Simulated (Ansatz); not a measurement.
**Tc of Zr (P6_3/mmc) from its phonons**

What Tc do the phonons of Zr (P6_3/mmc) give, and how does it depend on μ*? The cell shown first is a relaxed one, from steps not shown here.

Main program and level: Ansatz 0.2.0; DFT PBE, scalar-relativistic, plane waves, PseudoDojo norm-conserving pseudopotentials, in the first sound run; inputs show where later runs differ.

**Measured values to reproduce.**

For Zr (bulk crystal), “List of superconductors” (2026, Wikipedia's table of superconducting elements, as read in December) quotes earlier work: superconducting transition temperature (bulk, normal pressure) 0.55 K.

### Step 1. The cell after earlier relaxation steps

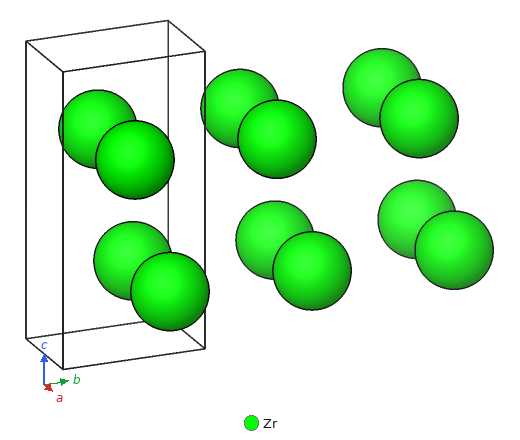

The starting structure, seen slightly off an axis (zirconium green). 2×3×1 cells are drawn.

As a file:

```cif
data_structure
_symmetry_space_group_name_H-M 'P6_3/mmc'
_symmetry_Int_Tables_number 194
_cell_length_a 3.2356
_cell_length_b 3.2356
_cell_length_c 5.1656
_cell_angle_alpha 90.000
_cell_angle_beta 90.000
_cell_angle_gamma 120.000
_cell_volume 46.83
loop_
_atom_site_label
_atom_site_type_symbol
_atom_site_symmetry_multiplicity
_atom_site_Wyckoff_symbol
_atom_site_fract_x
_atom_site_fract_y
_atom_site_fract_z
_atom_site_occupancy
Zr1 Zr 2 c 0.33333 0.66667 0.25000 1
```

### Step 2. Coupling and resistivity: PseudoDojo files

The run that gives the couplings also evaluates McMillan's and Allen and Dynes's formulas and, where asked, the Eliashberg equations, over a range of μ*.

input.yaml reads:

```yaml
crystal:
  lattice:
    - [3.2356314377, 0.0, 0.0]
    - [-1.6178157188, 2.8021390223, 0.0]
    - [0.0, 0.0, 5.1656083996]
  atoms:
    - { symbol: Zr, position: [0.3333333333, 0.6666666667, 0.25] }
    - { symbol: Zr, position: [0.6666666667, 0.3333333333, 0.75] }
kpoints:
  mp_grid: { grid: [12, 12, 6] }
hamiltonian:
  xc: pbe
  pseudopotentials: { kind: nc, accuracy: standard }
scf:
  occupations: { method: methfessel_paxton, width: 0.2 }
output:
  eigenvalues: true
phonons:
  method: dfpt
  qmesh: [6, 6, 3]
  temperatures: { t_max: 1000, t_step: 50 }
  qpath:
    path:
      - [[0.0, 0.0, 0.0], [0.5, 0.0, 0.0], [0.33333333, 0.33333333, 0.0], [0.0, 0.0, 0.0], [0.0, 0.0, 0.5], [0.5, 0.0, 0.5], [0.33333333, 0.33333333, 0.5], [0.0, 0.0, 0.5]]
      - [[0.5, 0.0, 0.5], [0.5, 0.0, 0.0]]
    npoints: 6
  electrical_resistivity:
    mesh: [24, 24, 12]
    temperatures: [20.0, 50.0, 80.0, 100.0, 150.0, 200.0, 273.0, 300.0, 400.0, 500.0, 600.0, 800.0]
  superconductivity: { mesh: [24, 24, 12], eliashberg_equations: false }
```

Launch:

```console
$ ansatz run input.yaml --threads 16 --pin off --max-ram 92160MiB --backend cuda --events-out ev --progress --plain --runs-dir out --max-vram 78GiB
```

Numbers of over 12 decimals in the logs are rounded to 6 here.

The program printed:

```text
Engine: ansatz 0.2.0, aarch64-unknown-linux-gnu
Pseudopotentials: kind: nc
Pseudopotential: Zr, nc, valence charge 12, recommended cutoff 897.975746 eV (normal), Zr.nc.azcp (PseudoDojo's, or run here from an input of PseudoDojo's; its table is named by hamiltonian.pseudopotentials.accuracy)
Functional definition: PBE
  parameter kappa = 0.804
  parameter beta = 0.066725
  exchange = pbe_x(kappa = kappa, mu = beta*pi^2/3)
  correlation = pbe_c(beta = beta)
[...]
Crystal: 2 atoms, lattice volume = 46.835 Å³
Basis set: ecut = 897.975746 eV, 2863 PW (Γ), exchange–correlation on 64×64×108 points (8 copies of the dense FFT grid, shifted against one another)
Bands: 16, of which v1, the nominal top of the filled ones, is band 12 counted from 1 (11 counted from 0)
Symmetry: 24 space group operations
k-points: 76 of 864
Non-local potential: Zr, projectors of the file, l = 0: 2, l = 1: 2, l = 2: 2
Initial density: superposition of atomic densities (chi_scale 0.1, normalization cell)
Initial wavefunctions: pseudopotential atomic-orbital guess
[...]
Functional: x = pbe(κ = 0.804, μ = 0.219515), c = pbe(β = 0.066725)
[...]
SCF iter   1: F=—  HF=-2755.100568 eV  |F-HF|=—  |Δ(HF+E_count)|=         —  Δρ=2.96e-2  dr2=5.19e-1  ethr=3.10e-3  ⟨swp⟩=5.8  Hψ=12763  notcnv=0
automatic band count: the SCF goes on with 20 bands, as 16 were too few: they end inside the smearing window of the response
preconditioner: auto → Kerker (q_TF=auto, 2.441 Å⁻¹)  [metal: Δε(μ)=0.045 eV  Ē_g=5.082 eV  σ=0.200 eV  W_gap=0.19  n_scr=10 (ndim 8)  ℏωp=15.3 eV  f_vac=0.000  D(μ)=1.88/eV (n_scr^D=22)]
SCF iter   2: F=—  HF=-2754.985762 eV  |F-HF|=—  |Δ(HF+E_count)|=   1.15e-1  S|Δr|=    0.00e0  Δρ=1.79e-2  dr2=1.89e-1  ethr=2.16e-3  ⟨swp⟩=1.2  Hψ=2177  notcnv=0
[...]
SCF iter   8: F=-2754.930080 eV  HF=-2754.930080 eV  |F-HF|=1.36e-12  |Δ(HF+E_count)|=  9.64e-11  S|Δr|=    0.00e0  Δρ=1.68e-7  dr2=8.59e-12  ethr=1.00e-12  ⟨swp⟩=11.8  Hψ=11823  notcnv=0
SCF 1 converged in 8 iterations: F = -2754.930080 eV  dr2 = 8.59e-12
[...]
NSCF: frozen V_eff on 76 k-points, pencils in batches of 32, up to order 80
[...]
NSCF: frozen V_eff on 76 k-points
[...]
DFPT response loops at q = (0, 0, 0) (fractional): preconditioner auto → Kerker (q_TF=auto, 2.441 Å⁻¹) (partly filled bands, converged f_vac=0.000); β = 1.00, the filter's whole step (`scf.mixing.beta` (0.50) is not read by the response loops under this deck's `scf.mixing.preconditioner`; to damp them name `kerker` or `kerker_dos`, under which they read `scf.mixing.beta`, and type it under 1.00, their step now; both keys bind the ground state too); Anderson in place of MSR1; while a model of the screening serves, it and β = 1 on shorter waves in the place of filter and β
[...]
NSCF: frozen V_eff on 76 k-points
[...]
DFPT response loops at q = (0, 0, 0.333333) (fractional): mixed as the last ones told, above
[...]
DFPT response loops at q = (0, 0.166667, 0) (fractional): mixed as the last ones told, above
[...]
DFPT response loops at q = (0, 0.166667, 0.333333) (fractional): mixed as the last ones told, above
[...]
DFPT response loops at q = (0, 0.333333, 0) (fractional): mixed as the last ones told, above
[...]
DFPT response loops at q = (0, 0.333333, 0.333333) (fractional): mixed as the last ones told, above
[...]
DFPT response loops at q = (0, -0.5, 0) (fractional): mixed as the last ones told, above
[...]
DFPT response loops at q = (0, -0.5, 0.333333) (fractional): mixed as the last ones told, above
[...]
DFPT response loops at q = (0.166667, 0.166667, 0) (fractional): mixed as the last ones told, above
[...]
DFPT response loops at q = (0.166667, 0.166667, 0.333333) (fractional): mixed as the last ones told, above
[...]
DFPT response loops at q = (0.166667, 0.333333, 0) (fractional): mixed as the last ones told, above
[...]
DFPT response loops at q = (0.166667, 0.333333, 0.333333) (fractional): mixed as the last ones told, above
[...]
DFPT response loops at q = (0.333333, 0.333333, 0) (fractional): mixed as the last ones told, above
[...]
SCF 2 converged in 8 iterations: F = -2754.930080 eV  dr2 = 8.60e-12
[...]
SCF converged after 8 iterations
[...]
mean free path at 50 K (of a tensor a third of its trace): 50.1 nm by what each carries, 39.9 by the Fermi surface alone
  Hall coefficient in a weak field at 50 K (a third of the trace): 4.798e-11 m³/C (as a tensor it moves by 6.4 % between the two finest meshes); by each state's relaxation time: 2.339e-11 m³/C; by a constant relaxation time: -7.497e-12 m³/C
  mean free path at 80 K (of a tensor a third of its trace): 18.3 nm by what each carries, 15.4 by the Fermi surface alone
  Hall coefficient in a weak field at 80 K (a third of the trace): 2.284e-11 m³/C (as a tensor it moves by 4.0 % between the two finest meshes); by each state's relaxation time: 9.086e-12 m³/C; by a constant relaxation time: -8.164e-12 m³/C
  mean free path at 100 K (of a tensor a third of its trace): 12.7 nm by what each carries, 10.8 by the Fermi surface alone
  Hall coefficient in a weak field at 100 K (a third of the trace): 1.773e-11 m³/C (as a tensor it moves by 3.1 % between the two finest meshes); by each state's relaxation time: 6.314e-12 m³/C; by a constant relaxation time: -8.735e-12 m³/C
  mean free path at 150 K (of a tensor a third of its trace): 7.35 nm by what each carries, 6.37 by the Fermi surface alone
  Hall coefficient in a weak field at 150 K (a third of the trace): 1.279e-11 m³/C (as a tensor it moves by 2.0 % between the two finest meshes); by each state's relaxation time: 2.987e-12 m³/C; by a constant relaxation time: -1.043e-11 m³/C
  mean free path at 200 K (of a tensor a third of its trace): 5.28 nm by what each carries, 4.58 by the Fermi surface alone
  Hall coefficient in a weak field at 200 K (a third of the trace): 9.794e-12 m³/C (as a tensor it moves by 1.5 % between the two finest meshes); by each state's relaxation time: 1.223e-13 m³/C; by a constant relaxation time: -1.237e-11 m³/C
  mean free path at 273 K (of a tensor a third of its trace): 3.80 nm by what each carries, 3.28 by the Fermi surface alone
  Hall coefficient in a weak field at 273 K (a third of the trace): 5.210e-12 m³/C (as a tensor it moves by 1.2 % between the two finest meshes); by each state's relaxation time: -4.816e-12 m³/C; by a constant relaxation time: -1.551e-11 m³/C
  mean free path at 300 K (of a tensor a third of its trace): 3.45 nm by what each carries, 2.98 by the Fermi surface alone
  Hall coefficient in a weak field at 300 K (a third of the trace): 3.264e-12 m³/C (as a tensor it moves by 1.2 % between the two finest meshes); by each state's relaxation time: -6.925e-12 m³/C; by a constant relaxation time: -1.674e-11 m³/C
  mean free path at 400 K (of a tensor a third of its trace): 2.61 nm by what each carries, 2.22 by the Fermi surface alone
  Hall coefficient in a weak field at 400 K (a third of the trace): -5.614e-12 m³/C (as a tensor it moves by 1.8 % between the two finest meshes); by each state's relaxation time: -1.626e-11 m³/C; by a constant relaxation time: -2.148e-11 m³/C
  mean free path at 500 K (of a tensor a third of its trace): 2.13 nm by what each carries, 1.78 by the Fermi surface alone
  Hall coefficient in a weak field at 500 K (a third of the trace): -1.681e-11 m³/C (as a tensor it moves by 2.7 % between the two finest meshes); by each state's relaxation time: -2.744e-11 m³/C; by a constant relaxation time: -2.625e-11 m³/C
  mean free path at 600 K (of a tensor a third of its trace): 1.82 nm by what each carries, 1.49 by the Fermi surface alone
  Hall coefficient in a weak field at 600 K (a third of the trace): -2.945e-11 m³/C (as a tensor it moves by 3.6 % between the two finest meshes); by each state's relaxation time: -3.954e-11 m³/C; by a constant relaxation time: -3.053e-11 m³/C
  mean free path at 800 K (of a tensor a third of its trace): 1.44 nm by what each carries, 1.14 by the Fermi surface alone
  Hall coefficient in a weak field at 800 K (a third of the trace): -5.185e-11 m³/C (as a tensor it moves by 4.5 % between the two finest meshes); by each state's relaxation time: -6.005e-11 m³/C; by a constant relaxation time: -3.513e-11 m³/C
  the resistivity times a path that all electrons share, by the Fermi surface of the deck's mesh alone (a third of the trace): 1.400e-15 Ω·m²
  not converged in the mesh (λ; λ_tr; the resistivity at 20 K by 4.47 %; the resistivity at 50 K by 10.04 %; the resistivity at 80 K by 9.30 %; the resistivity at 100 K by 8.77 %; the resistivity at 150 K by 7.54 %; the resistivity at 200 K by 6.31 %; the resistivity at 273 K by 4.54 %; the resistivity at 300 K by 3.91 %; the resistivity at 800 K by 4.60 %): between neighbouring meshes, the two finest first, λ moves  [...]
  vibrations of 108 cells: unjudged by the run; compare a larger repeat
  the changes of the potential over all sites missed a rigid shift's by 0.00 % (the site terms' by 0.00 %)
  at the force constants' own smearing the fine mesh and the k-points of their solves give squared frequencies that differ by 9.7 % of the larger at the most, at (0, 0, 0)
--- Superconductivity: potentials and phonons of a 6×6×3 supercell ---
  pairing by harmonic phonons, in the closed forms alone; spin fluctuations are left out, and so is spin–orbit coupling
           mesh         λ    ħω_log (meV)  μ* declared at (meV)
       24×24×12    0.5977          12.512               14.404
        12×12×6    0.5890          12.548               14.421
          6×6×3    0.6483          12.729               14.558
  λ by the species' shares of the modes' patterns: Zr 0.5977
  transition temperature on the deck's mesh (K), isotropic and anisotropic, restricted to the Fermi surface (FSR) and over the full bandwidth (FBW), and the last with the density of states resolved in a narrower window:
        μ*   McMillan   Allen–Dynes      iso. FSR      iso. FBW    aniso. FSR    aniso. FBW  narrow window
      0.08      4.020         4.147             -             -             -             -              -
      0.10      3.283         3.377             -             -             -             -              -
      0.12      2.613         2.682             -             -             -             -              -
      0.13      2.306         2.363             -             -             -             -              -
      0.14      2.017         2.066             -             -             -             -              -
      0.16      1.499         1.533             -             -             -             -              -
      0.20      0.713         0.726             -             -             -             -              -
  not judged without the Eliashberg equations: between neighbouring meshes, the two finest first, λ moves by 1.46 % and 10.07 %
  vibrations of 108 cells: unjudged by the run; compare a larger repeat
  the changes of the potential over all sites missed a rigid shift's by 0.00 % (the site terms' by 0.00 %)
  at the force constants' own smearing the fine mesh and the k-points of their solves give squared frequencies that differ by 9.7 % of the larger at the most, at (0, 0, 0)
```

Wall time 1.7 min (1 × NVIDIA GB200 with 16 threads of Arm Neoverse V2, shared host); peak memory 8.8 GiB.

The column dr2 measures how far the density is from self-consistency, as an energy; F and HF (Harris–Foulkes) agree once it is small.

This step gave:

* volume per atom: 23.42 Å³/atom
* metallic on mesh: yes
* gap on the k-mesh: 0 eV
* zero-point energy: 0.04612 eV/cell
* share of imaginary modes in the plain interpolation between solved wavevectors: 0
* highest frequency, solved or plainly interpolated: 202.8 cm⁻¹
* Debye temperature (second moment): 242 K
* resistivity at 300 K: 46.76 μΩ cm, mean of the axes
* coupling constant λ: 0.5977
* density of states at the Fermi level: 0.9311 states/eV a spin and cell
* log mean phonon energy ħω_log: 12.51 meV
* transport coupling constant λ_tr: 0.6368, 0.6368, 0.6569 (xx, yy, zz)
* Drude plasma energy: 3.886, 3.886, 4.168 eV (xx, yy, zz)
* resistivity times mean free path: 15.46, 15.46, 11.08 × 10⁻¹⁶ Ω m² (xx, yy, zz)
* second-moment phonon energy ħω₂: 14.40 meV
* coupling λ by branch: 0.181, 0.121, 0.0656, 0.0831, 0.075, 0.0731 (branches by rank of frequency)

Transition temperatures:

| μ* | McMillan Tc (K) | Allen–Dynes Tc (K) |
| --- | --- | --- |
| 0.08 | 4.02 | 4.15 |
| 0.1 | 3.28 | 3.38 |
| 0.12 | 2.61 | 2.68 |
| 0.13 | 2.31 | 2.36 |
| 0.14 | 2.02 | 2.07 |
| 0.16 | 1.5 | 1.53 |
| 0.2 | 0.713 | 0.726 |

### Step 3. Electron–phonon run: finite displacements

Finite displacements in a supercell are the other road to force constants and couplings; here with the base functional.

This step: DFT PBE, scalar-relativistic, plane waves, PAW; PAW set soft_1 (Ansatz 0.2.0).

Edit input.yaml of step 2 so:

```diff
@@ -2,5 +2,5 @@
   lattice:
-    - [3.2356314377, 0.0, 0.0]
-    - [-1.6178157188, 2.8021390223, 0.0]
-    - [0.0, 0.0, 5.1656083996]
+    - [3.2349151211, 0.0, 0.0]
+    - [-1.6174575605, 2.801518674, 0.0]
+    - [0.0, 0.0, 5.1645562949]
   atoms:
@@ -12,3 +12,3 @@
   xc: pbe
-  pseudopotentials: { kind: nc, accuracy: standard }
+  pseudopotentials: { kind: paw, azcp: { folder: soft_1 } }
 scf:
@@ -18,4 +18,4 @@
 phonons:
-  method: dfpt
-  qmesh: [6, 6, 3]
+  method: fd
+  supercell: [6, 6, 3]
   temperatures: { t_max: 1000, t_step: 50 }
```

The program printed:

```text
[...]
Crystal: 216 atoms, lattice volume = 5054.907 Å³
Basis set: ecut = 420 eV, 98955 PW (Γ), exchange–correlation on 270×270×216 points (8 copies of the dense FFT grid, shifted against one another)
Bands: 1728, of which v1, the nominal top of the filled ones, is band 1296 counted from 1 (1295 counted from 0)
Symmetry: 2592 space group operations
k-points: 4 of 8
[...]
SCF iter   1: F=—  HF=-903713.613885 eV  |F-HF|=—  |Δ(HF+E_count)|=         —  Δρ=2.44e-8  dr2=1.48e-11  ethr=1.00e-12  ⟨swp⟩=3.0  Hψ=17741  notcnv=0
[...]
SCF iter   2: F=-903713.613885 eV  HF=-903713.613885 eV  |F-HF|=0.00e0  |Δ(HF+E_count)|=  9.31e-10  S|Δr|=    0.00e0  Δρ=1.50e-8  dr2=5.79e-12  ethr=1.00e-12  ⟨swp⟩=13.2  Hψ=23167  notcnv=0
SCF 1 converged in 2 iterations: F = -903713.613885 eV  dr2 = 5.79e-12
[...]
Symmetry: 1 space group operations
k-points: 8
[...]
iter 1 solved again at ethr=1.88e-8 eV; its pass at ethr=3.10e-3 eV (dr2=4.86e-4 eV) is discarded
[...]
SCF iter   7: F=-903713.613867 eV  HF=-903713.613867 eV  |F-HF|=4.66e-10  |Δ(HF+E_count)|=  4.66e-10  S|Δr|=    0.00e0  Δρ=4.93e-9  dr2=1.30e-12  ethr=1.00e-12  ⟨swp⟩=4.1  Hψ=45910  notcnv=0
SCF 2 converged in 7 iterations: F = -903713.613867 eV  dr2 = 1.30e-12
[...]
Crystal: 2 atoms, lattice volume = 46.805 Å³
Basis set: ecut = 420 eV, 941 PW (Γ), exchange–correlation on 48×48×72 points (8 copies of the dense FFT grid, shifted against one another)
Bands: 16, of which v1, the nominal top of the filled ones, is band 12 counted from 1 (11 counted from 0)
[...]
SCF iter   1: F=—  HF=-8367.887713 eV  |F-HF|=—  |Δ(HF+E_count)|=         —  Δρ=2.92e-2  dr2=5.16e-1  ethr=3.10e-3  ⟨swp⟩=5.0  Hψ=5051  notcnv=0
[...]
SCF iter   7: F=—  HF=-8367.718647 eV  |F-HF|=—  |Δ(HF+E_count)|=   9.18e-9  S|Δr|=    0.00e0  Δρ=1.29e-6  dr2=6.23e-10  ethr=1.50e-10  ⟨swp⟩=2.7  Hψ=1980  notcnv=0
[...]
SCF 3 converged in 8 iterations: F = -8367.718647 eV  dr2 = 2.57e-11
[...]
SCF converged after 2 iterations
[...]
vibrations of 108 cells: unjudged by the run; compare a larger repeat
[...]
--- Superconductivity: potentials and phonons of a 6×6×3 supercell ---
[...]
mesh         λ    ħω_log (meV)  μ* declared at (meV)
       24×24×12    0.6033          12.518               14.406
        12×12×6    0.5921          12.543               14.414
          6×6×3    0.6524          12.723               14.548
  λ by the species' shares of the modes' patterns: Zr 0.6033
[...]
0.08      4.123         4.254             -             -             -             -              -
      0.10      3.378         3.476             -             -             -             -              -
      0.12      2.699         2.770             -             -             -             -              -
      0.13      2.386         2.447             -             -             -             -              -
      0.14      2.093         2.144             -             -             -             -              -
      0.16      1.565         1.600             -             -             -             -              -
      0.20      0.756         0.770             -             -             -             -              -
[...]
vibrations of 108 cells: unjudged by the run; compare a larger repeat
[...]
```

Run time: 2.5 min. Hardware: 1 × NVIDIA GB200 with 16 threads; peak memory 15 GiB.

Numbers from this step:

```yaml
volume_per_atom: 23.40 Å³/atom
zero_point_energy: 0.04608 eV/cell
debye_temperature_second_moment: 241 K
resistivity_at_300_k: 46.87 μΩ cm, mean of the axes
coupling_constant_lambda: 0.6033
density_of_states_at_the_fermi_level: 0.9363 states/eV a spin and cell
log_mean_phonon_energy_omega_log: 12.52 meV
transport_coupling_constant_lambda_tr: 0.6428, 0.6428, 0.6626 (xx, yy, zz)
drude_plasma_energy: 3.889, 3.889, 4.173 eV (xx, yy, zz)
resistivity_times_mean_free_path: 15.45, 15.45, 11.06 × 10⁻¹⁶ Ω m² (xx, yy, zz)
second_moment_phonon_energy_omega: 14.41 meV
coupling_lambda_by_branch: 0.182, 0.121, 0.0659, 0.0843, 0.0758, 0.0742 (branches by rank of frequency)
```

Transition temperatures:

| μ* | McMillan Tc (K) | Allen–Dynes Tc (K) |
| --- | --- | --- |
| 0.08 | 4.12 | 4.25 |
| 0.1 | 3.38 | 3.48 |
| 0.12 | 2.7 | 2.77 |
| 0.13 | 2.39 | 2.45 |
| 0.14 | 2.09 | 2.14 |
| 0.16 | 1.56 | 1.6 |
| 0.2 | 0.756 | 0.77 |

(Continued in part 2 of 2.)

[Logs are printed without paths, hosts, clocks, repeated set-up lines and the standing remarks that a program may print on its own settings, such as how far it seeks lower states.]

[Hosts, paths, dates, database ids (printed as entryN), source tags and the programs' standing remarks are cut or masked in the printed files.]
